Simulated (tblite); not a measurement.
Geometry relaxation, with input and output: C5H10GeO (part 1 of 3)

System: C5H10GeO, SMILES C=C1CC([O][GeH3])C1.
Method: GFN2-xTB geometry optimisation, gas phase (tblite 0.8.0).

It belongs to a series of runs on one base structure; here: constitutional isomer.

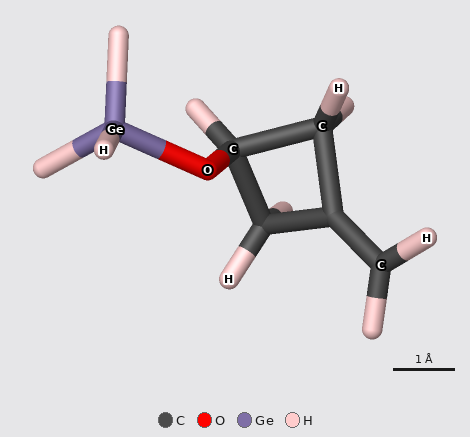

*The structure as given in the input (stick view, seen at a tilt). Sticks mark near contacts.*

Bond lengths as drawn: C–C 1.32 to 1.53 Å, C–H 1.08 to 1.12 Å, C–O 1.36 Å, Ge–H 1.55 to 1.57 Å and Ge–O 1.77 Å.

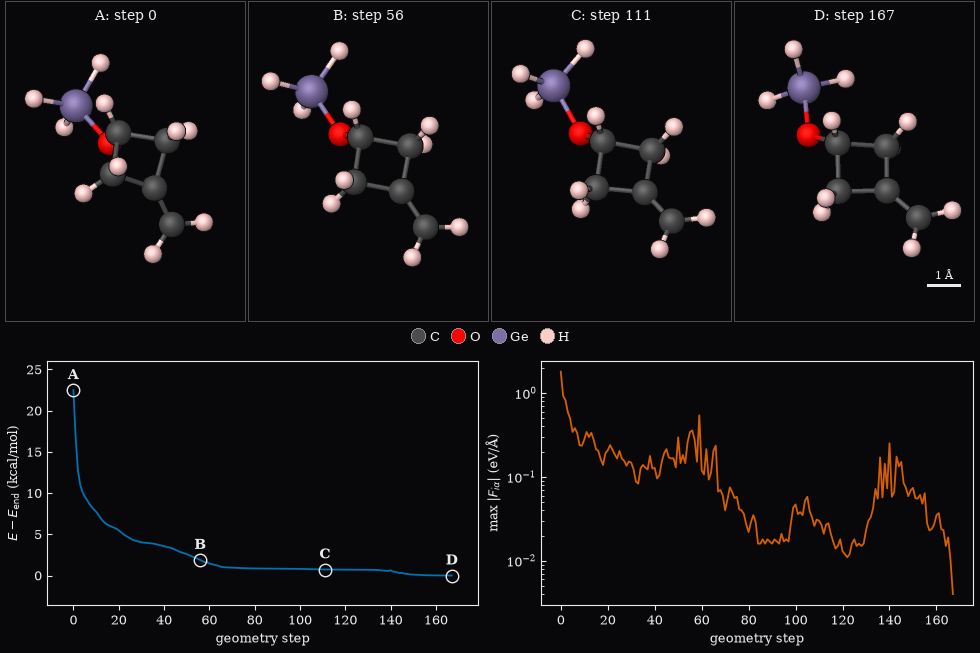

*Frames of the relaxation (ball-and-stick view, seen at a tilt) above the curves, on which the letters mark them (steps are counted from 0).*

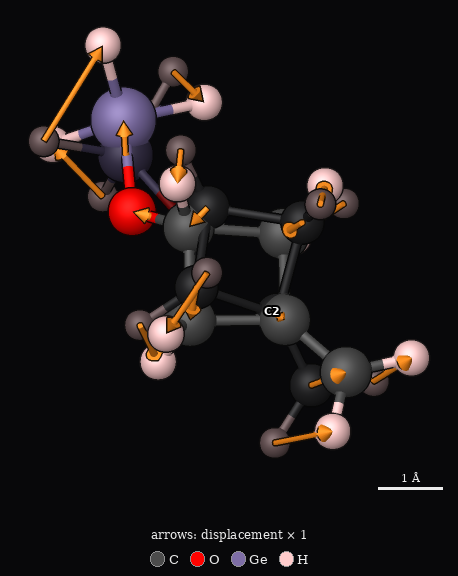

*Start (faint) and end (solid) with the displacements as orange arrows, at true length (ball-and-stick view, seen at a tilt). The two geometries are laid on each other by the best rigid fit.*

The energy falls by 22.5 kcal/mol in 167 geometry steps. The largest force component goes from 1.8 to 0.004 eV/Å. H14 moves most after the best rigid fit: 1.79 Å. By element the largest moves are H 1.79 Å, C 1.08 Å, O 0.98 Å, Ge 0.57 Å. Among the contacts that change: Ge6–H13 1.570 → 1.487 Å, Ge6–H14 1.553 → 1.505 Å, C4–O5 1.359 → 1.400 Å, Ge6–H15 1.545 → 1.505 Å. Among the angles that change: C4–O5–Ge6 115.7° → 127.6°, O5–C4–H12 119.5° → 110.6°, H16–C7–H17 118.2° → 109.4°. (Atoms are counted from 1 in the order of the input.)

The input and output of the run follow.

### Input file
```
{"job": {"kind": "relax", "xc": "GFN2-xTB", "basis": "xTB"}, "charge": 0, "multiplicity": 1}
C     -2.154600     1.456900     0.219600
C     -1.441500     0.351900     0.285000
C     -0.580700    -0.368800     1.299900
C      0.268100    -0.718200     0.074200
O      0.918300     0.405700    -0.327600
Ge     2.630000     0.203900    -0.709200
C     -1.089100    -0.794700    -0.635600
H     -2.196300     2.085100     1.098900
H     -2.664600     1.667500    -0.714900
H     -0.086300     0.266100     2.049700
H     -1.095100    -1.278100     1.693500
H      0.818000    -1.655100     0.161600
H      3.222000     1.639900    -0.937700
H      3.322500    -0.463900     0.510300
H      2.825900    -0.581900    -2.025100
H     -1.066600    -0.488000    -1.677800
H     -1.637200    -1.716400    -0.374700
```

The first line tells a small driver script what to run in tblite; the rest is the geometry in Å.

Launch command:
```bash
OMP_NUM_THREADS=1 python <driver script> task.json out
```

### What the program printed
```
step      E/eV     max force
  0    -591.36999    2.529
  1    -591.62090    1.372
  2    -591.79176    0.839
  3    -591.86727    0.812
  4    -591.90560    0.520
  5    -591.92945    0.386
  6    -591.94712    0.471
  7    -591.96802    0.508
  8    -591.98366    0.268
  9    -591.99707    0.273
 10    -592.00941    0.310
 11    -592.02529    0.362
 12    -592.04300    0.390
 13    -592.05807    0.377
 14    -592.06950    0.288
 15    -592.07794    0.261
 16    -592.08379    0.229
 17    -592.08899    0.179
 18    -592.09390    0.157
 19    -592.09963    0.224
 20    -592.10757    0.250
 21    -592.11723    0.258
 22    -592.12695    0.239
 23    -592.13550    0.210
 24    -592.14244    0.169
 25    -592.14912    0.229
 26    -592.15590    0.187
 27    -592.16095    0.169
 28    -592.16434    0.161
 29    -592.16728    0.162
 30    -592.17006    0.150
 31    -592.17202    0.126
 32    -592.17315    0.093
 33    -592.17404    0.084
 34    -592.17523    0.130
 35    -592.17693    0.148
 36    -592.17920    0.131
 37    -592.18193    0.137
 38    -592.18498    0.185
 39    -592.18801    0.129
 40    -592.19131    0.141
 41    -592.19443    0.129
 42    -592.19697    0.127
 43    -592.19983    0.166
 44    -592.20400    0.199
 45    -592.20972    0.276
 46    -592.21569    0.242
 47    -592.22074    0.171
 48    -592.22466    0.178
 49    -592.22838    0.161
 50    -592.23277    0.418
 51    -592.23755    0.201
 52    -592.24317    0.194
 53    -592.24872    0.187
 54    -592.25284    0.276
 55    -592.25771    0.372
 56    -592.26353    0.427
 57    -592.26881    0.365
 58    -592.27473    0.158
 59    -592.27469    0.638
 60    -592.28227    0.152
 61    -592.28484    0.109
 62    -592.28807    0.255
 63    -592.29138    0.113
 64    -592.29404    0.116
 65    -592.29930    0.214
 66    -592.30085    0.259
 67    -592.30186    0.068
 68    -592.30254    0.073
 69    -592.30311    0.063
 70    -592.30388    0.059
 71    -592.30447    0.057
 72    -592.30504    0.085
 73    -592.30551    0.077
 74    -592.30603    0.076
 75    -592.30675    0.063
 76    -592.30712    0.043
 77    -592.30746    0.041
 78    -592.30766    0.044
 79    -592.30786    0.033
 80    -592.30805    0.028
 81    -592.30824    0.032
 82    -592.30840    0.038
 83    -592.30853    0.040
 84    -592.30863    0.023
 85    -592.30871    0.019
 86    -592.30878    0.020
 87    -592.30885    0.020
 88    -592.30893    0.021
 89    -592.30903    0.023
 90    -592.30912    0.020
 91    -592.30919    0.021
 92    -592.30926    0.021
 93    -592.30933    0.019
 94    -592.30941    0.023
 95    -592.30949    0.020
 96    -592.30957    0.023
 97    -592.30965    0.024
 98    -592.30976    0.031
 99    -592.30994    0.045
100    -592.31021    0.047
101    -592.31055    0.042
102    -592.31086    0.043
103    -592.31115    0.043
104    -592.31147    0.055
105    -592.31188    0.059
106    -592.31234    0.047
107    -592.31274    0.044
108    -592.31301    0.033
109    -592.31320    0.037
110    -592.31336    0.033
111    -592.31353    0.033
112    -592.31369    0.023
113    -592.31388    0.032
114    -592.31394    0.032
115    -592.31405    0.023
116    -592.31411    0.022
117    -592.31417    0.016
118    -592.31422    0.016
119    -592.31428    0.018
120    -592.31432    0.014
121    -592.31435    0.015
122    -592.31439    0.015
123    -592.31443    0.015
124    -592.31448    0.018
125    -592.31454    0.022
126    -592.31460    0.019
127    -592.31464    0.018
128    -592.31469    0.017
129    -592.31474    0.017
130    -592.31483    0.029
131    -592.31499    0.039
132    -592.31527    0.042
133    -592.31564    0.047
134    -592.31644    0.084
135    -592.31707    0.064
136    -592.31838    0.180
137    -592.31950    0.082
138    -592.32028    0.155
139    -592.32129    0.076
140    -592.31752    0.259
141    -592.32431    0.079
142    -592.32579    0.083
143    -592.32917    0.189
144    -592.33222    0.148
145    -592.33142    0.183
146    -592.33535    0.118
147    -592.33641    0.108
148    -592.33811    0.065
149    -592.33997    0.083
150    -592.34026    0.108
151    -592.34105    0.065
152    -592.34177    0.067
153    -592.34233    0.062
154    -592.34302    0.050
155    -592.34350    0.072
156    -592.34390    0.030
157    -592.34410    0.034
158    -592.34425    0.033
159    -592.34439    0.030
160    -592.34465    0.036
161    -592.34484    0.037
162    -592.34505    0.025
163    -592.34516    0.025
164    -592.34524    0.017
165    -592.34531    0.020
166    -592.34536    0.011
167    -592.34538    0.006
```

### Trajectory as extended XYZ (Å, eV, eV/Å), 28 of the 168 frames kept, from step=0 to step=167
```
17
Properties=species:S:1:pos:R:3:forces:R:3 step=0 energy=-591.36999
C    -2.1546    1.4569    0.2196    0.3010  -0.6300  -0.0280
C    -1.4415    0.3519    0.2850   -1.1600  -1.3890   0.8150
C    -0.5807   -0.3688    1.2999    0.2440   0.9880   1.0700
C     0.2681   -0.7182    0.0742   -1.6920  -1.6260   0.9420
O     0.9183    0.4057   -0.3276    1.8050   0.6370  -0.6680
Ge    2.6300    0.2039   -0.7092    0.7790   0.7130  -0.1680
C    -1.0891   -0.7947   -0.6356   -0.1020   0.8840  -1.1650
H    -2.1963    2.0851    1.0989   -0.1860   0.2050  -0.4520
H    -2.6646    1.6675   -0.7149    0.0590   0.3780   0.4550
H    -0.0863    0.2661    2.0497   -0.2200  -0.4400   0.1180
H    -1.0951   -1.2781    1.6935    0.4910   0.9330   0.0840
H     0.8180   -1.6551    0.1616    0.5310  -0.0420  -0.2290
H     3.2220    1.6399   -0.9377   -0.4840  -0.7120   0.1970
H     3.3225   -0.4639    0.5103   -0.2640   0.1190  -0.5100
H     2.8259   -0.5819   -2.0251   -0.1130   0.0550   0.4810
H    -1.0666   -0.4880   -1.6778   -0.1970  -0.5950  -0.3330
H    -1.6372   -1.7164   -0.3747    0.2060   0.5230  -0.6090
17
Properties=species:S:1:pos:R:3:forces:R:3 step=6 energy=-591.94712
C    -2.1647    1.4165    0.2364   -0.2190   0.2160   0.0050
C    -1.5418    0.2704    0.3361    0.3820  -0.2080  -0.0280
C    -0.5799   -0.3303    1.3333   -0.0310   0.0330   0.1120
C     0.2414   -0.7335    0.0904   -0.3410  -0.2840   0.1590
O     1.0114    0.3508   -0.3409    0.1220   0.3330  -0.0900
Ge    2.6988    0.2177   -0.7232    0.0100   0.1410  -0.0120
C    -1.0984   -0.7581   -0.6751   -0.0460   0.0130  -0.0830
H    -2.2173    2.1099    1.0554   -0.0460   0.0240   0.0980
H    -2.6587    1.7067   -0.6734   -0.0690   0.0100  -0.0450
H    -0.0921    0.2737    2.1002   -0.1340   0.0830  -0.2100
H    -1.0449   -1.2137    1.7748    0.1910   0.0320   0.1870
H     0.8361   -1.6535    0.1426   -0.1400  -0.0760   0.0200
H     3.1742    1.6144   -0.9175   -0.1290   0.0230   0.0460
H     3.3167   -0.4575    0.4492    0.2640  -0.1560   0.0910
H     2.8283   -0.5840   -1.9711    0.1310  -0.1840  -0.1490
H    -1.0883   -0.5269   -1.7391    0.0050   0.1420   0.1110
H    -1.6277   -1.6906   -0.4881    0.0500  -0.1390  -0.2130
17
Properties=species:S:1:pos:R:3:forces:R:3 step=12 energy=-592.04300
C    -2.1971    1.4029    0.2528   -0.0740  -0.0530   0.0160
C    -1.5743    0.2477    0.3470   -0.0670  -0.0480  -0.0600
C    -0.5947   -0.3111    1.3450    0.1110  -0.0510  -0.0330
C     0.2110   -0.7499    0.1023    0.1300   0.1510  -0.1420
O     1.0241    0.3277   -0.3282    0.2500  -0.2990   0.0220
Ge    2.7302    0.2022   -0.7249   -0.1700  -0.2860   0.0470
C    -1.1156   -0.7453   -0.6926    0.1370  -0.0590  -0.0120
H    -2.2534    2.1002    1.0696   -0.0010  -0.0600   0.1230
H    -2.6861    1.7117   -0.6539   -0.0600  -0.0670  -0.0730
H    -0.1185    0.3703    2.0425    0.0860   0.1700  -0.0810
H    -0.9571   -1.1762    1.8960   -0.1550  -0.0330  -0.0270
H     0.7755   -1.6933    0.1486   -0.1400   0.1320   0.0550
H     3.0960    1.6340   -0.8903   -0.0100  -0.0310  -0.0150
H     3.4349   -0.5039    0.4217   -0.0250   0.1220  -0.1470
H     2.8989   -0.6442   -1.9796    0.0150   0.1620   0.1570
H    -1.0774   -0.4418   -1.7375    0.0540   0.1690   0.0870
H    -1.6033   -1.7189   -0.6284   -0.0810   0.0820   0.0830
17
Properties=species:S:1:pos:R:3:forces:R:3 step=19 energy=-592.09963
C    -2.2567    1.3662    0.2723    0.0470   0.0480  -0.0110
C    -1.5921    0.2345    0.3460   -0.1140  -0.0380  -0.0020
C    -0.5926   -0.2829    1.3416    0.0390   0.0250  -0.0490
C     0.2026   -0.7622    0.1085    0.0670  -0.0070  -0.0610
O     1.0820    0.2508   -0.3149   -0.0290  -0.1110   0.0400
Ge    2.7641    0.1542   -0.7221   -0.0900  -0.1300   0.0180
C    -1.1083   -0.7210   -0.7084    0.0520   0.0220  -0.0010
H    -2.2945    2.0406    1.1101   -0.1440   0.0060   0.0210
H    -2.7353    1.6769   -0.6406   -0.1230  -0.0180   0.0590
H    -0.1127    0.4748    1.9520    0.0920  -0.0140   0.1170
H    -0.9352   -1.1185    1.9514   -0.0540   0.0910  -0.0110
H     0.6995   -1.7318    0.1844    0.0370  -0.0680   0.0280
H     3.0299    1.5943   -0.8761    0.1050   0.1910  -0.0500
H     3.5336   -0.5053    0.3802    0.0700  -0.0220   0.1050
H     2.9603   -0.6475   -1.9716    0.0220  -0.0360  -0.1220
H    -1.0441   -0.3193   -1.7160    0.0460  -0.0640  -0.0620
H    -1.6073   -1.6916   -0.7068   -0.0230   0.1250  -0.0190
17
Properties=species:S:1:pos:R:3:forces:R:3 step=25 energy=-592.14912
C    -2.3475    1.3344    0.3016   -0.0620   0.0430   0.0090
C    -1.5786    0.2686    0.3278    0.0570   0.1300   0.0070
C    -0.5695   -0.2293    1.3257   -0.1020   0.0230   0.0420
C     0.2057   -0.8082    0.1209   -0.0300   0.0420   0.0500
O     1.1659    0.1217   -0.2978   -0.1110   0.0850   0.0050
Ge    2.8268    0.0933   -0.7290    0.2040   0.0900  -0.0500
C    -1.0761   -0.6706   -0.7340   -0.1110   0.0400   0.0380
H    -2.4468    1.9641    1.1719   -0.0870  -0.0170  -0.0820
H    -2.8897    1.6165   -0.5869   -0.0480  -0.0090   0.0970
H    -0.0495    0.5329    1.9059    0.0140  -0.0560  -0.0560
H    -0.9706   -0.9903    1.9940    0.0630  -0.0550  -0.0190
H     0.6259   -1.8092    0.2488   -0.0320  -0.0470  -0.0600
H     3.0306    1.5681   -0.8940    0.0280  -0.1360   0.0220
H     3.6587   -0.4980    0.3924   -0.0330  -0.0030  -0.1630
H     3.0285   -0.6501   -2.0311    0.0550  -0.0310   0.1200
H    -0.9662   -0.2409   -1.7283    0.1390  -0.0410   0.0200
H    -1.6545   -1.5909   -0.7978    0.0550  -0.0610   0.0210
17
Properties=species:S:1:pos:R:3:forces:R:3 step=31 energy=-592.17202
C    -2.4131    1.3218    0.3214   -0.0190  -0.0590   0.0120
C    -1.5808    0.3030    0.3234    0.0180  -0.0230   0.0100
C    -0.5698   -0.1992    1.3199    0.0420   0.0040   0.0310
C     0.1977   -0.8174    0.1302   -0.0150   0.0390   0.0070
O     1.1957    0.0775   -0.2880    0.0540  -0.0130   0.0010
Ge    2.8632    0.0692   -0.7370   -0.0700   0.0050   0.0050
C    -1.0676   -0.6352   -0.7371    0.0310  -0.0020  -0.0440
H    -2.5531    1.9335    1.1962   -0.0140  -0.0040   0.0250
H    -2.9912    1.5856   -0.5472   -0.0180  -0.0280  -0.0270
H    -0.0158    0.5595    1.8678   -0.0100   0.0280   0.0380
H    -0.9637   -0.9417    2.0126   -0.0100  -0.0060  -0.0180
H     0.5667   -1.8428    0.2577    0.0080   0.1230  -0.0260
H     3.0417    1.5381   -0.8959    0.0280   0.0010  -0.0050
H     3.7296   -0.5084    0.3480    0.0140  -0.0520   0.0210
H     3.0916   -0.6752   -2.0246   -0.0010  -0.0560  -0.0080
H    -0.8853   -0.2079   -1.7199   -0.0280   0.0440  -0.0480
H    -1.6527   -1.5484   -0.8372   -0.0100   0.0000   0.0250
17
Properties=species:S:1:pos:R:3:forces:R:3 step=37 energy=-592.18193
C    -2.4711    1.2854    0.3405    0.1040   0.0540  -0.0390
C    -1.5754    0.3224    0.3222   -0.1230   0.0380   0.0070
C    -0.5616   -0.1702    1.3197    0.0070  -0.0250  -0.0480
C     0.2020   -0.7900    0.1289    0.0850  -0.0060  -0.0460
O     1.2241    0.0772   -0.2794    0.0410   0.1100  -0.0230
Ge    2.8852    0.0455   -0.7428    0.0290  -0.0720   0.0030
C    -1.0550   -0.5987   -0.7498    0.0340  -0.0070   0.0550
H    -2.6227    1.8942    1.2147   -0.0640  -0.0210   0.0470
H    -3.0520    1.5333   -0.5306   -0.0560  -0.0240  -0.0120
H    -0.0080    0.5846    1.8778   -0.0600  -0.0220  -0.0390
H    -0.9646   -0.9180    2.0028    0.0340   0.0210   0.0060
H     0.5557   -1.8160    0.2531    0.0260  -0.0500   0.0200
H     3.0738    1.5142   -0.9031    0.0370  -0.0300  -0.0190
H     3.7634   -0.5467    0.3329   -0.0380  -0.0030   0.0080
H     3.1159   -0.7260   -2.0214   -0.0500   0.0140   0.0240
H    -0.8692   -0.1683   -1.7355   -0.0640  -0.0200   0.1190
H    -1.6475   -1.5109   -0.8400    0.0580   0.0420  -0.0640
17
Properties=species:S:1:pos:R:3:forces:R:3 step=43 energy=-592.19983
C    -2.5225    1.2617    0.3528   -0.0480  -0.1510   0.0480
C    -1.5917    0.3311    0.3330   -0.0280   0.0600  -0.0310
C    -0.5519   -0.1402    1.3137   -0.0530   0.0380   0.0130
C     0.2321   -0.7257    0.1174   -0.0610  -0.0210   0.0030
O     1.2607    0.1422   -0.2759   -0.1030  -0.0130   0.0160
Ge    2.9168    0.0031   -0.7473    0.0520  -0.0300   0.0140
C    -1.0350   -0.5521   -0.7511   -0.0590   0.0190  -0.0240
H    -2.7323    1.8323    1.2432    0.0040   0.0000  -0.0640
H    -3.1354    1.4531   -0.5140    0.0430   0.0580   0.0580
H    -0.0376    0.6242    1.8893    0.0560   0.0550  -0.0160
H    -0.9333   -0.9065    1.9873    0.0390  -0.0330   0.0230
H     0.5815   -1.7543    0.2338    0.0580  -0.0400   0.0210
H     3.1519    1.4600   -0.9233    0.1100  -0.0170  -0.0460
H     3.7760   -0.6257    0.3238   -0.0610   0.0280   0.0390
H     3.1089   -0.8142   -2.0013   -0.0740   0.0350  -0.0230
H    -0.8935   -0.1009   -1.7297    0.0760   0.0620  -0.0130
H    -1.6017   -1.4762   -0.8616    0.0490  -0.0490  -0.0180
17
Properties=species:S:1:pos:R:3:forces:R:3 step=49 energy=-592.22838
C    -2.6420    1.1699    0.3934    0.0840   0.0340  -0.0280
C    -1.6229    0.3368    0.3413    0.0140  -0.1050   0.0500
C    -0.5444   -0.0851    1.3065    0.0310  -0.0080   0.0320
C     0.2578   -0.6489    0.1080   -0.0010   0.0690   0.0600
O     1.2990    0.2163   -0.2739   -0.0220  -0.0160   0.0080
Ge    2.9509   -0.0685   -0.7438   -0.0500   0.1240  -0.0170
C    -1.0094   -0.4821   -0.7650    0.0320   0.0040  -0.0150
H    -2.9017    1.7277    1.2781    0.0840  -0.0940   0.0590
H    -3.2579    1.3641   -0.4688    0.0020  -0.0780  -0.0430
H    -0.0516    0.7086    1.8659   -0.0160  -0.0250  -0.0240
H    -0.8686   -0.8763    1.9843    0.0170   0.0930   0.0460
H     0.6259   -1.6765    0.2306   -0.1300   0.0910  -0.0290
H     3.3494    1.3447   -0.9898    0.0190  -0.0170   0.0160
H     3.7554   -0.7175    0.3535   -0.0680  -0.0240   0.0030
H     3.0401   -0.9059   -1.9904   -0.0290  -0.0570   0.0020
H    -0.8730    0.0387   -1.7093    0.0810  -0.0340  -0.0530
H    -1.5139   -1.4338   -0.9305   -0.0450   0.0430  -0.0680
17
Properties=species:S:1:pos:R:3:forces:R:3 step=56 energy=-592.26353
C    -2.7605    1.0312    0.4392    0.2100  -0.2550   0.0160
C    -1.6609    0.3035    0.3480   -0.2320   0.3590   0.0070
C    -0.5338    0.0101    1.3016    0.0670  -0.0200  -0.0360
C     0.2721   -0.5570    0.1104    0.0850  -0.0170  -0.0350
O     1.3553    0.2648   -0.2503    0.1020  -0.0120  -0.0080
Ge    2.9818   -0.1489   -0.7478   -0.1270   0.0060  -0.0160
C    -0.9628   -0.3716   -0.8010    0.0390   0.0020  -0.0110
H    -3.0600    1.4859    1.3705    0.0150  -0.0200  -0.0710
H    -3.4094    1.1771   -0.4094    0.0100  -0.0150   0.0560
H    -0.0821    0.8848    1.7697   -0.0250  -0.0240  -0.0470
H    -0.7537   -0.7331    2.0671   -0.0480   0.0280   0.0110
H     0.5768   -1.6011    0.2406    0.0360   0.0260  -0.0220
H     3.5473    1.1958   -1.0500   -0.0860   0.0060   0.0300
H     3.7258   -0.8356    0.3641   -0.0240  -0.0430   0.0270
H     2.9618   -1.0421   -1.9614   -0.0160  -0.0090   0.0270
H    -0.7876    0.2542   -1.6757    0.0220   0.0340   0.0570
H    -1.4170   -1.3059   -1.1255   -0.0270  -0.0460   0.0130
```
